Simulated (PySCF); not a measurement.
Molecule: C₆H₁₀OSSi, SMILES [SiH3]OCCc1cccs1. Atoms near the plane z = 0.0 Å, at the GFN2-xTB optimised geometry (x, y, z in Å): C4 (-1.4, -1.9, 0.0), C5 (-0.5, -0.7, 0.0), C6 (0.8, -0.7, 0.0), C7 (1.4, 0.6, 0.0), C8 (0.5, 1.6, 0.0), S9 (-1.1, 0.9, 0.0), H15 (-2.5, -1.6, -0.1), H16 (-1.2, -2.6, -0.7), H17 (1.4, -1.6, 0.0), H18 (2.5, 0.8, 0.0), H19 (0.6, 2.6, 0.0).

Method: PBE0/def2-SVP (PySCF 2.14.0). Cells within 0.4 Å of a nucleus heavier than hydrogen are left out (blank, or x). The values are rescaled to run from 0 to 1.

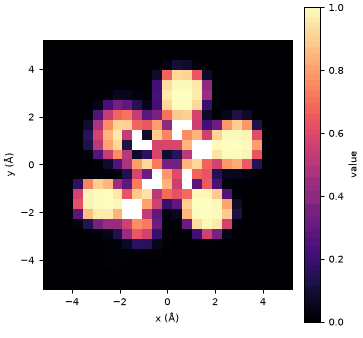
*a field on the plane z = 0.0 Å.*

Q: Which quantity is mapped?
A) electron localisation function
B) an orbital amplitude
C) electrostatic potential
D) log10 of the electron density

A: A, electron localisation function
